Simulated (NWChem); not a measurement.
# C3H5 (cyclopropyl) at UBP86/aug-cc-pVDZ (density fitting with weigend coulomb fitting)

Aim: the electronic atomisation energy of C3H5 (cyclopropyl) at UBP86/aug-cc-pVDZ (density fitting with weigend coulomb fitting), from 3 runs. 

The calculation is run with NWChem 7.3.0.

### 1 The structure to begin with

C3H5 has 8 atoms, charge 0, and is taken as a doublet. SMILES: `[CH]1CC1`. The coordinates come from a PBE0-D4/def2-TZVP relaxation.

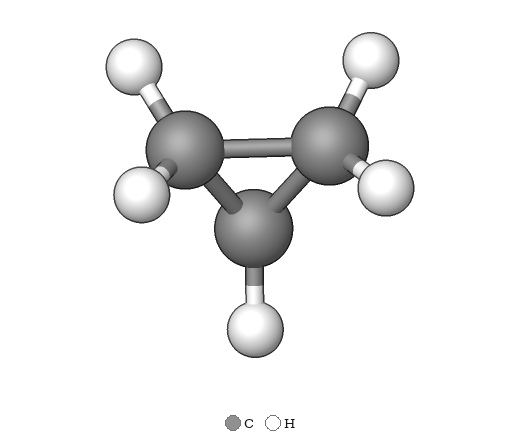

The structure, seen from a chosen angle (carbon grey, hydrogen white).

### 2 The energy at UBP86/aug-cc-pVDZ (density fitting with weigend coulomb fitting)

Input file c3h5.xyz:

```xyz
8

C     -0.922400    -0.237300    -0.208900
C      0.037400     0.758900     0.254400
C      0.443600    -0.691200     0.028700
H     -1.570500    -0.284700    -1.070600
H      0.388600     1.518600    -0.439000
H     -0.013700     1.097500     1.285600
H      0.653200    -1.283800     0.915000
H      1.075900    -0.935200    -0.820900
```

Input file c3h5.nw:

```
START c3h5
memory total 2200 mb
GEOMETRY units angstroms noautosym nocenter noautoz
  load c3h5.xyz
END
BASIS "ao basis" spherical bse
  * library aug-cc-pVDZ
END
BASIS "cd basis" spherical
  * library "weigend coulomb fitting"
END
DFT
  xc becke88 perdew86
  mult 2
  grid fine
  convergence energy 1e-08
  maxiter 100
  mulliken
  noprint "final vectors analysis"
END
TASK dft energy
```

Started as:

```
$ nwchem c3h5.nw > c3h5.out
```

What it wrote:

```text
[...]
          Wavefunction type:  spin polarized.
          No. of atoms     :     8
          No. of electrons :    23
[...]
          Charge           :     0
          Spin multiplicity:     2
[...]
          AO basis - number of functions:   114
[...]
              XC Information
              --------------
                    Becke 1988 Exchange Functional  1.000
                Perdew 1981 Correlation Functional  1.000 local
                Perdew 1986 Correlation Functional  1.000 non-local
[...]
 d= 0,ls=0.0,diis     1   -117.1884711044 -1.87D+02  1.11D-02  7.55D-02     3.2
[...]
 d= 0,ls=0.0,diis    10   -117.2204766530 -3.00D-09  5.12D-07  1.05D-09    23.2
[...]
         Total DFT energy =     -117.220476653046
      One electron energy =     -293.422458186438
           Coulomb energy =      124.848423772258
    Exchange-Corr. energy =      -18.109715281108
 Nuclear repulsion energy =       69.463273042242
[...]
      Total Density - Mulliken Population Analysis
     ---------------------------------------------
    Atom       Charge   Shell Charges
 -----------   ------   -------------------------------------------------------
    1 C    6     5.54   2.02  0.65  0.67 -0.03  2.03  0.17  0.05  0.06 -0.09
    2 C    6     4.86   2.02  0.64  0.41 -0.23  2.16 -0.11  0.04  0.06 -0.13
    3 C    6     4.86   2.02  0.64  0.41 -0.23  2.16 -0.11  0.04  0.06 -0.13
    4 H    1     1.62   0.77  0.77  0.04  0.03  0.01
    5 H    1     1.56   0.78  0.78  0.01  0.03 -0.04
    6 H    1     1.49   0.78  0.72  0.01  0.03 -0.05
    7 H    1     1.49   0.78  0.72  0.01  0.03 -0.05
    8 H    1     1.56   0.78  0.78  0.01  0.03 -0.04
[...]
      <S2> =      0.7529 (Exact =     0.7500)
[...]
```

It took 24 s on 1 thread of AMD EPYC 7R43 (Zen 3), shared host; peak memory 0.12 GiB.

### 3 The C atom

Input file test.nw:

```
start test
title "C BP86"
memory stack 880 mb heap 220 mb global 1100 mb

geometry noautosym nocenter noautoz
  C        0.000000       0.000000       0.000000
end

basis spherical bse
  C library aug-cc-pVDZ
end

basis "cd basis" spherical
  C library "weigend coulomb fitting"
end

dft
  xc becke88 perdew86
  mult 3
  grid fine
  convergence energy 1e-08
  iterations 100
  mulliken
  print low
end

task dft energy
```

Run the same way, it converges to -37.84130 Eh (log not shown).

### 4 The H atom, same level

Input file h.nw:

```
start h
title "H BP86"
memory stack 880 mb heap 220 mb global 1100 mb
charge 0
geometry units angstrom noautosym nocenter noautoz
   H     0.000000    0.000000    0.000000
end
basis spherical bse
   * library aug-cc-pVDZ
end
basis "cd basis" spherical
   * library "weigend coulomb fitting"
end
dft
   xc becke88 perdew86
   mult 2
   grid fine
   convergence energy 1e-08
   maxiter 100
   mulliken
   print low
end
task dft energy
```

Run the same way, it converges to -0.49956 Eh (log not shown).

### 5 Outcome

Level: UBP86/aug-cc-pVDZ (density fitting with weigend coulomb fitting).

| quantity | value |
| --- | --- |
| molecule: total energy | -117.22048 Eh |
| molecule: dipole moment | 0.63 D |
| molecule: ⟨S²⟩ | 0.753 |
| C atom: total energy | -37.84130 Eh |
| C atom: ⟨S²⟩ | 2.003 |
| H atom: total energy | -0.49956 Eh |
| H atom: ⟨S²⟩ | 0.750 |
| electronic atomisation energy | 32.620 eV |

**Reading.** Taking the molecule apart into free atoms costs 32.62 eV (3147 kJ/mol), before zero-point energy and without spin-orbit coupling. Mulliken charges (molecule) run from -0.62 on H4 to +1.14 on C2; in a basis this large or diffuse they mean little.
